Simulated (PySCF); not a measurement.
# CoH4Se4 (-2): ligand-field states

Wanted: ligand-field states for CoH4Se4 (-2).

Programs: PySCF 2.14.0, with routines of our own; each step states its level. All values are computed. Atoms count from 0.

### 1 The system as given

9 atoms, charge -2, states of the metal's open shell are computed; geometry from: model start, shaken.

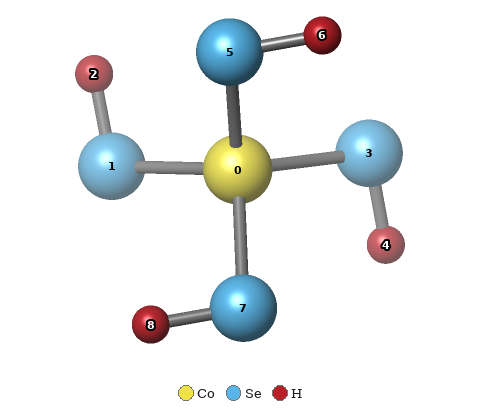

The starting geometry (cobalt yellow, selenium blue, hydrogen red); sticks join atoms by distance alone.

### 2 Geometry optimisation at PBE0-D3(BJ)/def2-SVP

Job settings and geometry (Å):

```
{"job": {"xc": "PBE0", "basis": "def2-SVP", "d3": "d3bj", "grid": 1, "maxiter": 45, "solvent": "water", "kind": "geom"}, "charge": -2, "metal": "Co", "open_shell": "d7"}
Co     0.000020     0.004480    -0.004110
Se     1.427130     1.433670     1.425610
H      0.543100     2.612910     1.560120
Se    -1.449800    -1.433140     1.445840
H     -0.540620    -2.606770     1.567070
Se    -1.430060     1.420330    -1.447350
H     -2.621330     0.522860    -1.595130
Se     1.436960    -1.459500    -1.436420
H      2.595160    -0.545000    -1.605260
```

On the command line:

```bash
> OMP_NUM_THREADS=1 python lf_run.py task.json out
```

This one command runs all jobs of the session in turn.

The log of the run:

```text
step   0  E = -10989.09425414  max force = 0.009117
step   1  E = -10989.09601455  max force = 0.003735
step   2  E = -10989.09720870  max force = 0.003334
step   3  E = -10989.09807201  max force = 0.001154
step   4  E = -10989.09852520  max force = 0.000718
step   5  E = -10989.09886380  max force = 0.001362
step   6  E = -10989.09910912  max force = 0.001280
step   7  E = -10989.09913542  max force = 0.000888
step   8  E = -10989.09899062  max force = 0.000711
step   9  E = -10989.09907282  max force = 0.000577
step  10  E = -10989.09904148  max force = 0.000403
step  11  E = -10989.09902547  max force = 0.000319
step  12  E = -10989.09901699  max force = 0.000280
step  13  E = -10989.09902135  max force = 0.000299
step  14  E = -10989.09902344  max force = 0.000310
optimisation converged
```

It took 17 min on 1 thread of Arm Neoverse V2, shared host; peak memory 1.4 GiB.

Along the way: (the energy doesn't fall at every step)

| step | energy from step 0 (eV) | largest force component (eV/Å) |
| --- | --- | --- |
| 0 | 0.0000 | 0.4688 |
| 1 | -0.0479 | 0.1921 |
| 2 | -0.0804 | 0.1714 |
| 3 | -0.1039 | 0.0593 |
| 4 | -0.1162 | 0.0369 |
| 5 | -0.1254 | 0.0700 |
| 6 | -0.1321 | 0.0658 |
| 7 | -0.1328 | 0.0457 |
| 8 | -0.1289 | 0.0366 |
| 9 | -0.1311 | 0.0297 |
| 10 | -0.1303 | 0.0207 |
| 11 | -0.1298 | 0.0164 |
| 12 | -0.1296 | 0.0144 |
| 13 | -0.1297 | 0.0154 |
| 14 | -0.1298 | 0.0159 |

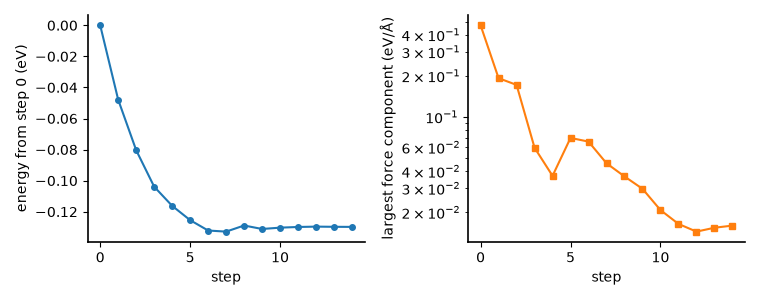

Energy and force, step by step.

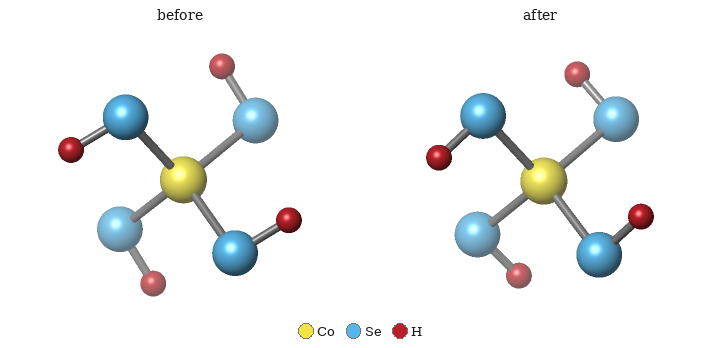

Before and after, at one scale.

Distances of close pairs at the start and the end, largest changes first:

| bond | before (Å) | after (Å) | change (Å) |
| --- | --- | --- | --- |
| Co0–Se3 | 2.504 | 2.475 | -0.029 |
| Co0–Se7 | 2.502 | 2.474 | -0.028 |
| Se5–H6 | 1.499 | 1.473 | -0.025 |
| Se3–H4 | 1.490 | 1.474 | -0.016 |
| Se7–H8 | 1.485 | 1.474 | -0.012 |
| Se1–H2 | 1.480 | 1.473 | -0.006 |
| Co0–Se5 | 2.476 | 2.473 | -0.003 |
| Co0–Se1 | 2.475 | 2.472 | -0.003 |

The end geometry stands in the next job.

| at the end point | value |
| --- | --- |
| point group (found at 0.08 Å tolerance) | S4 |
| rotational constants (GHz, main isotopes) | 0.397, 0.397, 0.350 |
| ⟨S²⟩ | 3.757 |

### 3 Ligand-field states: state-averaged CASSCF in water

Job settings and geometry (Å):

```
{"job": {"kind": "lf", "basis": {"metal": "x2c-TZVPall", "ligand": "x2c-SVPall"}, "nevpt": true, "solvent": "water"}, "charge": -2, "metal": "Co", "open_shell": "d7"}
Co     0.000000     0.000000     0.000000
Se     1.490319     1.490319     1.295004
H      0.469336     2.403491     1.838127
Se    -1.490319    -1.490319     1.295004
H     -0.469336    -2.403491     1.838127
Se    -1.490319     1.490319    -1.295004
H     -2.403491     0.469336    -1.838127
Se     1.490319    -1.490319    -1.295004
H      2.403491    -0.469336    -1.838127
```

Level: state-averaged CASSCF of the metal d shell, SC-NEVPT2 on the averaged canonical orbitals, state-interaction spin-orbit coupling.

The log of the run:

```text
basis functions 196, electrons 169, active (7e, 5o)
stage 1: DIIS on the effective Fock matrix, level shift 0.30
cycle   1  E = -11091.4479515842  dE = -1.109e+04  max|g| = 3.987e+00
cycle   2  E = -11092.8687291030  dE = -1.421e+00  max|g| = 4.071e+00
cycle   3  E = -11091.6519505099  dE =  1.217e+00  max|g| = 4.975e+00
cycle   4  E = -11104.0326142050  dE = -1.238e+01  max|g| = 1.259e+00
cycle   5  E = -11104.7227259654  dE = -6.901e-01  max|g| = 4.113e-01
cycle   6  E = -11104.9524855666  dE = -2.298e-01  max|g| = 1.299e-01
cycle   7  E = -11104.9737205695  dE = -2.124e-02  max|g| = 6.130e-02
cycle   8  E = -11104.9841263255  dE = -1.041e-02  max|g| = 3.923e-02
cycle   9  E = -11104.9858525718  dE = -1.726e-03  max|g| = 1.195e-02
cycle  10  E = -11104.9865208413  dE = -6.683e-04  max|g| = 9.459e-03
cycle  11  E = -11104.9869234429  dE = -4.026e-04  max|g| = 5.699e-03
cycle  12  E = -11104.9870283775  dE = -1.049e-04  max|g| = 6.965e-03
cycle  13  E = -11104.9871491882  dE = -1.208e-04  max|g| = 4.899e-03
cycle  14  E = -11104.9872253323  dE = -7.614e-05  max|g| = 4.960e-03
cycle  15  E = -11104.9872845790  dE = -5.925e-05  max|g| = 4.397e-03
cycle  16  E = -11104.9873292742  dE = -4.470e-05  max|g| = 4.295e-03
cycle  17  E = -11104.9873532050  dE = -2.393e-05  max|g| = 4.281e-03
cycle  18  E = -11104.9873622941  dE = -9.089e-06  max|g| = 5.008e-03
cycle  19  E = -11104.9873656817  dE = -3.388e-06  max|g| = 5.401e-03
cycle  20  E = -11104.9873900514  dE = -2.437e-05  max|g| = 5.046e-03
cycle  21  E = -11104.9873885306  dE =  1.521e-06  max|g| = 5.732e-03
cycle  22  E = -11104.9873883308  dE =  1.998e-07  max|g| = 7.004e-03
cycle  23  E = -11104.9874005112  dE = -1.218e-05  max|g| = 7.708e-03
cycle  24  E = -11104.9873817317  dE =  1.878e-05  max|g| = 9.167e-03
cycle  25  E = -11104.9872570347  dE =  1.247e-04  max|g| = 1.138e-02
cycle  26  E = -11104.9866088439  dE =  6.482e-04  max|g| = 2.157e-02
stage 2: quasi-Newton rotations from the point of smallest gradient
cycle  28  E = -11104.9874018501  dE = -4.865e-05  max|g| = 2.589e-03
cycle  29  E = -11104.9874717476  dE = -6.990e-05  max|g| = 2.231e-03
cycle  30  E = -11104.9875106954  dE = -3.895e-05  max|g| = 1.814e-03
cycle  31  E = -11104.9875173012  dE = -6.606e-06  max|g| = 2.221e-03
cycle  32  E = -11104.9875196014  dE = -2.300e-06  max|g| = 5.293e-04
cycle  33  E = -11104.9875198321  dE = -2.307e-07  max|g| = 6.409e-05
cycle  34  E = -11104.9875198390  dE = -6.929e-09  max|g| = 1.491e-05
cycle  35  E = -11104.9875198402  dE = -1.213e-09  max|g| = 5.233e-06
converged average energy = -11104.9875198402

 mult deg   label        CASSCF/cm-1   NEVPT2/cm-1
   2   1   2E                  0.0           0.0
   2   1   2B              -6041.7        9336.6
   4   1   4A2           -204607.4       94905.3
   4   1   4B            -199451.5      101002.9
   4   2   4E            -192597.6      106346.9
   2   1   2E            -187570.2      111201.1
   2   2   2E            -186995.1      111797.6
   2   1   2T1           -185001.9      113439.5
   2   1   2E            -184662.9      113895.1
   2   2   2E            -181757.5      117577.1
   2   1   2B            -180717.6      118776.3
   2   2   2E            -177857.8      120618.7
   2   1   2A            -176749.0      120672.1
   2   1   2A            -176410.8      121340.0
   2   1   2T2           -174624.7      122667.1
   2   1   2E            -173939.8      124153.2
   2   2   2E            -173013.8      125624.7
   4   2   4E            -160641.5      132435.9
   4   1   4T1           -157817.7      132928.4
   2   1   2T1           -152392.8      135972.7
   2   2   2E            -158945.7      136952.6
   2   1   2E            -157198.4      137429.0
   4   2   4E            -150196.1      140038.0
   2   2   2E            -151473.6      140587.2
   2   1   2E            -138730.7      144543.2
   4   1   4A            -144202.9      144754.0
   2   2   2E            -145563.7      144886.0
   2   1   2T2           -138221.2      145108.1
   2   1   2T2           -149953.5      145873.8
   2   1   2E            -143693.2      147136.4
   2   2   2E            -139861.4      148242.8
   2   1   2A            -140755.3      150766.8
   2   2   2E            -132805.1      154734.8
   2   1   2E            -131669.1      158247.8
   2   1   2E            -124001.8      163585.2
   2   1   2E            -110720.4      168031.1
   2   2   2E                761.2      560417.5

spin-orbit levels / cm-1
      0.00  x2  2E 1.00
   9384.47  x2  2B 1.00
  94885.62  x2  4A2 0.99
  94902.36  x2  4A2 1.00
 100993.31  x2  4B 1.00
 101043.57  x2  4B 0.99
 106132.36  x2  4E 1.00
 106247.26  x2  4E 0.99
 106401.78  x2  4E 0.99
 106582.59  x2  4E 1.00
 111219.25  x2  2E 0.96
 111667.45  x2  2E 0.96 2E 0.03
 111969.07  x2  2E 0.96
 113292.66  x2  2T1 0.76 2E 0.21
 114087.07  x2  2E 0.78 2T1 0.22
 117529.40  x2  2E 0.99
 117681.73  x2  2E 0.99
 118784.85  x2  2B 0.98
 120415.60  x2  2E 0.99
 120555.21  x2  2A 0.82 2E 0.09 2A 0.09
 120850.04  x2  2E 0.81 2A 0.15
 121579.75  x2  2A 0.75 2A 0.15 2E 0.09
 122689.45  x2  2T2 0.99
 124183.72  x2  2E 0.98
 125385.64  x2  2E 0.98
 125944.94  x2  2E 1.00
 131960.36  x2  4E 0.97
 132253.42  x2  4E 0.95 4T1 0.05
 132537.12  x2  4E 0.87 4T1 0.13
 132891.43  x2  4E 1.00
```

Run time: 42 s. Hardware: 1 thread of Arm Neoverse V2, shared host; peak memory 0.68 GiB.

Warnings kept with the result: an active orbital is not mainly the metal shell.

An active orbital is only 11 % metal, under the run's own bar for a metal shell, so levels, ζ, ground spin and magnetism of this run may not be those of the metal's shell and are not read here.

### 4 Ligand-field states: state-averaged CASSCF (basis x2c-TZVPall) in water

Settings changed since step 3:

```diff
@@ -1,2 +1,2 @@
-{"job": {"kind": "lf", "basis": {"metal": "x2c-TZVPall", "ligand": "x2c-SVPall"}, "nevpt": true, "solvent": "water"}, "charge": -2, "metal": "Co", "open_shell": "d7"}
+{"job": {"kind": "lf", "basis": "x2c-TZVPall", "nevpt": true, "solvent": "water"}, "charge": -2, "metal": "Co", "open_shell": "d7"}
 Co     0.000000     0.000000     0.000000
```

Method: state-averaged CASSCF of the metal d shell, SC-NEVPT2 on the averaged canonical orbitals, state-interaction spin-orbit coupling.

The log of the run:

```text
basis functions 264, electrons 169, active (7e, 5o)
stage 1: DIIS on the effective Fock matrix, level shift 0.30
cycle   1  E = -11094.7296630513  dE = -1.109e+04  max|g| = 3.795e+00
cycle   2  E = -11099.4502656014  dE = -4.721e+00  max|g| = 2.852e+00
cycle   3  E = -11095.3558773588  dE =  4.094e+00  max|g| = 4.584e+00
cycle   4  E = -11105.5471145051  dE = -1.019e+01  max|g| = 9.772e-01
cycle   5  E = -11106.6241404783  dE = -1.077e+00  max|g| = 1.489e-01
cycle   6  E = -11106.6761815186  dE = -5.204e-02  max|g| = 1.080e-01
cycle   7  E = -11106.6848086419  dE = -8.627e-03  max|g| = 4.619e-02
cycle   8  E = -11106.6905555583  dE = -5.747e-03  max|g| = 1.763e-02
cycle   9  E = -11106.6911288455  dE = -5.733e-04  max|g| = 1.737e-02
cycle  10  E = -11106.6909855018  dE =  1.433e-04  max|g| = 1.600e-02
cycle  11  E = -11106.6907699895  dE =  2.155e-04  max|g| = 1.987e-02
...
cycle  39  E = -11106.7577951238  dE = -4.840e-02  max|g| = 9.221e-02
cycle  41  E = -11106.8594590721  dE = -1.017e-01  max|g| = 5.541e-02
cycle  42  E = -11106.8735134207  dE = -1.405e-02  max|g| = 6.656e-02
cycle  44  E = -11106.8825252821  dE = -9.012e-03  max|g| = 4.870e-02
cycle  45  E = -11106.8833411324  dE = -8.159e-04  max|g| = 3.530e-02
cycle  46  E = -11106.8840259723  dE = -6.848e-04  max|g| = 1.796e-03
cycle  47  E = -11106.8840482979  dE = -2.233e-05  max|g| = 9.700e-04
cycle  48  E = -11106.8840536523  dE = -5.354e-06  max|g| = 5.148e-04
cycle  49  E = -11106.8840540666  dE = -4.143e-07  max|g| = 1.424e-04
cycle  50  E = -11106.8840541224  dE = -5.578e-08  max|g| = 4.301e-05
cycle  51  E = -11106.8840541268  dE = -4.447e-09  max|g| = 9.412e-06
converged average energy = -11106.8840541268

 mult deg   label        CASSCF/cm-1   NEVPT2/cm-1
   4   1   4B                  0.0           0.0
   4   2   4E               1677.1        2751.9
   4   1   4A               3624.1        5962.4
   4   1   4B               3824.8        6208.8
   4   2   4E               4568.6        7359.6
   2   2   2E              19069.8       17981.4
   2   1   2B              19130.8       18114.3
   2   1   2A              19438.5       18527.3
   2   1   2A              19201.9       18611.8
   2   1   2A              19569.3       18907.5
   4   2   4E              20329.3       19031.5
   4   1   4A              20485.7       19145.2
   2   2   2E              20613.1       20730.0
   2   1   2B              21103.0       21710.5
   2   2   2E              24435.9       22528.5
   2   1   2A              25258.6       24250.3
   2   2   2E              25519.8       24440.1
   2   1   2B              25595.0       24730.1
   2   1   2A              25990.2       25397.5
   2   2   2E              27324.7       26588.6
   2   1   2A              26838.8       26750.6
   2   1   2A              27396.7       26850.6
   2   1   2B              27177.9       27145.6
   2   1   2B              28551.7       27381.7
   2   2   2E              27647.3       28323.8
   2   2   2E              29652.1       29818.1
   2   1   2B              29722.8       30099.1
   2   1   2A              30556.7       31810.8
   2   1   2B              42941.7       38612.0
   2   2   2E              43511.4       39378.1
   2   1   2B              43914.6       40022.9
   2   1   2A              44094.0       40463.7
   2   2   2E              44317.5       40922.1
   2   1   2B              66490.1       58106.1
   2   1   2A              67100.7       59074.4
   2   1   2B              67683.1       60247.5
   2   2   2E              67791.7       60298.0

spin-orbit levels / cm-1
      0.00  x2  4B 0.96 4E 0.04
     35.81  x2  4B 0.97
   2598.95  x2  4E 0.97
   2831.26  x2  4E 0.97
   2936.86  x2  4E 0.97
   3099.96  x2  4E 0.95 4B 0.03
   5933.49  x2  4A 0.75 4E 0.16 4B 0.07
   6020.10  x2  4A 0.57 4B 0.31 4E 0.11
   6189.10  x2  4B 0.57 4A 0.39 4E 0.04
   6285.29  x2  4B 0.83 4A 0.10 4E 0.06
   7314.99  x2  4E 0.93 4A 0.04
   7639.54  x2  4E 0.83 4A 0.08 4B 0.08
   7728.04  x2  4E 0.95
   7969.17  x2  4E 0.89 4B 0.10
  17792.02  x2  2E 0.57 2B 0.41
  17856.97  x2  2E 0.75 2A 0.17 2A 0.05
  18491.09  x2  2A 0.58 2A 0.21 2A 0.16
  18562.05  x2  2B 0.56 2E 0.40
  18921.65  x2  4E 0.99
  18939.65  x2  2A 0.26 2A 0.24 4E 0.20
  18955.83  x2  4E 0.74 4A 0.25
  18979.91  x2  4A 0.40 4E 0.36 2A 0.10
  19095.85  x2  4E 0.39 2A 0.24 2A 0.23
  19271.98  x2  4A 0.72 4E 0.22
  19339.62  x2  4E 0.45 2A 0.34 4A 0.08
  19599.64  x2  4E 0.56 4A 0.38 2A 0.03
  20702.71  x2  2E 0.97
  20931.25  x2  2E 0.92 2B 0.07
  21891.05  x2  2B 0.91 2E 0.07
  22465.31  x2  2E 0.95
```

Run time: 1.7 min. Hardware: 1 thread of Arm Neoverse V2, shared host; peak memory 1 GiB.

In short:

| quantity | value |
| --- | --- |
| spin-orbit constant ζ | 493 cm⁻¹ |

Powder susceptibility:

| T (K) | χT (cm³ K/mol) | μ(eff) |
| --- | --- | --- |
| 2 | 1.684 | 3.67 |
| 5 | 1.813 | 3.81 |
| 10 | 2.022 | 4.02 |
| 20 | 2.321 | 4.31 |
| 30 | 2.462 | 4.44 |
| 50 | 2.564 | 4.53 |
| 75 | 2.605 | 4.56 |
| 100 | 2.625 | 4.58 |
| 150 | 2.655 | 4.61 |
| 200 | 2.681 | 4.63 |
| 250 | 2.706 | 4.65 |
| 300 | 2.732 | 4.67 |

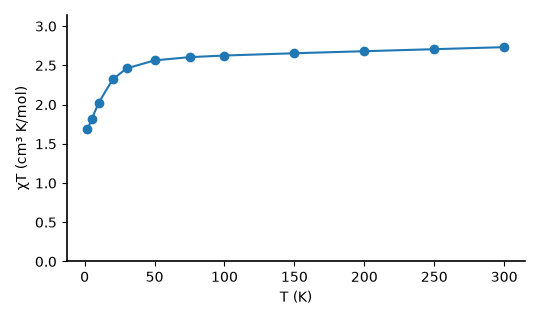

χT against temperature.

### 5 Ligand-field states: state-averaged CASSCF (avg hs) in water

Settings changed since step 4:

```diff
@@ -1,2 +1,2 @@
-{"job": {"kind": "lf", "basis": "x2c-TZVPall", "nevpt": true, "solvent": "water"}, "charge": -2, "metal": "Co", "open_shell": "d7"}
+{"job": {"kind": "lf", "basis": {"metal": "x2c-TZVPall", "ligand": "x2c-SVPall"}, "nevpt": true, "solvent": "water", "avg": "hs"}, "charge": -2, "metal": "Co", "open_shell": "d7"}
 Co     0.000000     0.000000     0.000000
```

Method: state-averaged CASSCF of the metal d shell, SC-NEVPT2 on the averaged canonical orbitals, state-interaction spin-orbit coupling.

The log of the run:

```text
basis functions 196, electrons 169, active (7e, 5o)
stage 1: DIIS on the effective Fock matrix, level shift 0.30
cycle   1  E = -11091.4794103188  dE = -1.109e+04  max|g| = 3.987e+00
cycle   2  E = -11093.0263937544  dE = -1.547e+00  max|g| = 4.075e+00
cycle   3  E = -11091.7565166907  dE =  1.270e+00  max|g| = 4.956e+00
cycle   4  E = -11104.0758277854  dE = -1.232e+01  max|g| = 1.270e+00
cycle   5  E = -11104.7997322046  dE = -7.239e-01  max|g| = 4.198e-01
cycle   6  E = -11105.0299302112  dE = -2.302e-01  max|g| = 1.369e-01
cycle   7  E = -11105.0467861213  dE = -1.686e-02  max|g| = 9.053e-02
cycle   8  E = -11105.0697236644  dE = -2.294e-02  max|g| = 4.825e-02
cycle   9  E = -11105.0713925780  dE = -1.669e-03  max|g| = 1.869e-02
cycle  10  E = -11105.0731812858  dE = -1.789e-03  max|g| = 7.462e-03
cycle  11  E = -11105.0734072975  dE = -2.260e-04  max|g| = 7.813e-03
cycle  12  E = -11105.0736304973  dE = -2.232e-04  max|g| = 7.793e-03
cycle  13  E = -11105.0736837871  dE = -5.329e-05  max|g| = 6.557e-03
cycle  14  E = -11105.0737272765  dE = -4.349e-05  max|g| = 7.708e-03
cycle  15  E = -11105.0737278697  dE = -5.932e-07  max|g| = 7.861e-03
cycle  16  E = -11105.0737366551  dE = -8.785e-06  max|g| = 8.110e-03
cycle  17  E = -11105.0737112068  dE =  2.545e-05  max|g| = 9.567e-03
cycle  18  E = -11105.0734768378  dE =  2.344e-04  max|g| = 1.638e-02
cycle  19  E = -11105.0724298017  dE =  1.047e-03  max|g| = 3.468e-02
cycle  20  E = -11105.0680532316  dE =  4.377e-03  max|g| = 6.972e-02
cycle  21  E = -11105.0522970368  dE =  1.576e-02  max|g| = 1.308e-01
stage 2: quasi-Newton rotations from the point of smallest gradient
cycle  23  E = -11105.0738755144  dE = -1.917e-04  max|g| = 4.630e-03
cycle  24  E = -11105.0739272447  dE = -5.173e-05  max|g| = 2.991e-03
cycle  25  E = -11105.0739877799  dE = -6.054e-05  max|g| = 1.761e-03
cycle  26  E = -11105.0740223856  dE = -3.461e-05  max|g| = 2.012e-03
cycle  27  E = -11105.0740381037  dE = -1.572e-05  max|g| = 2.367e-03
cycle  28  E = -11105.0740440820  dE = -5.978e-06  max|g| = 4.672e-04
cycle  29  E = -11105.0740451173  dE = -1.035e-06  max|g| = 2.066e-04
cycle  30  E = -11105.0740453048  dE = -1.875e-07  max|g| = 7.074e-05
cycle  31  E = -11105.0740453246  dE = -1.976e-08  max|g| = 2.121e-05
cycle  32  E = -11105.0740453267  dE = -2.150e-09  max|g| = 6.682e-06
converged average energy = -11105.0740453267

 mult deg   label        CASSCF/cm-1   NEVPT2/cm-1
   2   1   2B                  0.0           0.0
   2   2   2E               5684.3      123699.3
   4   1   4A2           -206398.3      753207.4
   4   1   4B            -201253.7      759319.9
   4   2   4E            -194706.2      764440.5
   2   1   2E            -189146.1      769587.4
   2   2   2E            -188570.3      769981.5
   2   1   2T1           -186284.5      772068.0
   2   1   2E            -186008.5      772476.8
   2   2   2E            -183113.8      776025.7
   2   1   2B            -182145.7      777394.4
   2   2   2E            -179510.2      778850.2
   2   1   2A            -177920.3      779318.1
   2   1   2A            -177644.9      779952.9
   2   1   2T2           -176001.0      781144.9
   2   1   2E            -175344.8      782413.6
   2   2   2E            -174759.0      783945.5
   4   2   4E            -161316.8      789133.8
   4   1   4T1           -158650.9      789849.8
   2   1   2T1           -153553.7      793541.9
   2   2   2E            -159999.5      795009.9
   2   1   2E            -157911.0      795488.7
   4   2   4E            -150912.6      796760.6
   2   2   2E            -152448.3      797847.6
   4   1   4A            -144523.6      801137.3
   2   2   2E            -146313.7      801959.5
   2   1   2E            -139230.1      802130.3
   2   1   2T2           -138810.9      802661.5
   2   1   2T2           -151015.1      803619.5
   2   1   2E            -144016.5      803694.3
   2   2   2E            -140629.3      805418.5
   2   1   2A            -140999.6      806889.4
   2   2   2E            -133345.5      811794.0
   2   1   2E            -132420.1      815163.5
   2   1   2E            -125095.5      821013.6
   2   1   2E            -110699.7      824217.2
   2   1   2E               5978.0     2959995.7

spin-orbit levels / cm-1
      0.00  x2  2B 1.00
 123479.29  x2  2E 1.00
 123921.85  x2  2E 1.00
 753162.71  x2  4A2 0.99
 753179.96  x2  4A2 1.00
 759284.44  x2  4B 0.99
 759336.95  x2  4B 0.99
 764196.34  x2  4E 1.00
 764314.28  x2  4E 0.99
 764473.37  x2  4E 0.99
 764659.24  x2  4E 1.00
 769566.03  x2  2E 0.88 2E 0.12
 769815.89  x2  2E 0.88 2E 0.12
 770163.07  x2  2E 0.97
 771877.37  x2  2T1 0.74 2E 0.23
 772662.11  x2  2E 0.75 2T1 0.24
 775933.35  x2  2E 0.99
 776120.83  x2  2E 0.99
 777372.34  x2  2B 0.98
 778632.17  x2  2E 0.98
 779000.62  x2  2E 0.77 2A 0.23
 779241.05  x2  2A 0.61 2A 0.21 2E 0.18
 780163.65  x2  2A 0.78 2A 0.16 2E 0.05
 781141.68  x2  2T2 0.99
 782422.10  x2  2E 0.98
 783670.65  x2  2E 0.98
 784258.50  x2  2E 1.00
 788617.62  x2  4E 0.98
 788930.16  x2  4E 0.97 4T1 0.03
 789238.85  x2  4E 0.93 4T1 0.06
```

Run time: 38 s. Hardware: 1 thread of Arm Neoverse V2, shared host; peak memory 0.81 GiB.

Warnings kept with the result: an active orbital is not mainly the metal shell.

An active orbital is only 14 % metal, under the run's own bar for a metal shell, so levels, ζ, ground spin and magnetism of this run may not be those of the metal's shell and are not read here.

### 6 Summary of results

| quantity | value |
| --- | --- |
| point group | S4 |
| rotational constants (main isotopes) | 0.40, 0.40, 0.35 GHz |
| spin-orbit constant ζ (step 4, state-averaged CASSCF (basis x2c-TZVPall) in water) | 493 cm⁻¹ |
| ground multiplicity, μ(eff) at 300 K (step 4, 4 donors at 2.47 Å) | 4, 4.67 μB |

What this shows: The optimisation took 14 steps and gained 0.130 eV; among the close pairs (by a distance rule), Co0–Se3 changed most, from 2.504 to 2.475 Å. Steps 3, 5 are set aside: its active space failed the test for the metal's shell. In step 4, χT goes from 1.68 at 2 K to 2.73 cm³ K/mol at 300 K, as higher levels fill or mix in.
